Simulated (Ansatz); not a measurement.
Two G0W0 runs on Bi2Te2PbS2 (R-3m).

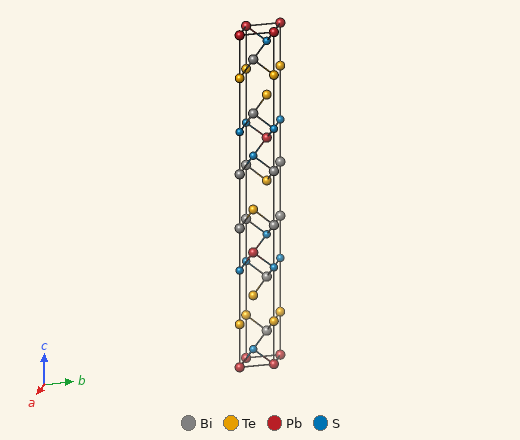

The structure (bismuth grey, tellurium orange, lead red, sulfur blue). Bonds to atoms that aren't drawn are left out. Some periodic images of atoms are drawn too.

```xyz
7
Lattice="2.1351 1.2327 13.4710 -2.1351 1.2327 13.4710 0.0000 -2.4653 13.4710" Properties=species:S:1:pos:R:3 pbc="T T T"
Bi    0.0000    0.0000   23.4956
Bi    0.0000    0.0000   16.9172
Te    0.0000    0.0000   35.1859
Te    0.0000    0.0000    5.2270
Pb    0.0000    0.0000    0.0000
S     0.0000    0.0000   11.7739
S     0.0000    0.0000   28.6390
```

The cell and positions come from the Crystallography Open Database and are kept as given unless a step says otherwise. Spin-orbit coupling is left out unless a run names it.

The first (Ansatz 0.2.0; start PBE, 4×4×4 mesh, 483 empty bands, screening to 100 eV, PAW set soft_1 files; 1 × NVIDIA H100 80GB HBM3 (shared by 6 runs) with 2 threads of AMD EPYC 7R13 (Zen 3), shared host) gave, on its mesh: starting gap 0.34 eV, G0W0 gap 0.58 eV, RPA ε∞ (mean) 23.38, 80 s.

The second gave: starting gap 0.34 eV, G0W0 gap 0.47 eV, RPA ε∞ (mean) 23.52, 3.3 min.

**Question.** What was changed in the input? Choose among start, files, mesh, bands and cutoff, frequency model or another key.

Changed: empty bands from 483 to 887 and screening cutoff (eV) from 100 to 50. The starting gap stayed, which rules out the functional and points to the GW step. Other changes could give like numbers; this is the one that was made.

Limits: not at the basis limit; model gap, bands may invert with spin-orbit coupling; no spin-orbit coupling.

[Paths, hosts, dates, memory and timing lines, banners, echoed tables and standing remarks are left out of the program output.]

[Logs are printed without paths, hosts, clocks, repeated set-up lines and the standing remarks that a program may print on its own settings, such as how far it seeks lower states.]

[Runs of the session that timed out or met a known fault of the program may be left out.]

[Cells called generated may have been cut or substituted from an entry of the Crystallography Open Database or the Materials Project.]

[Hosts, paths, dates, database ids (printed as entryN), source tags and the programs' standing remarks are cut or masked in the printed files.]
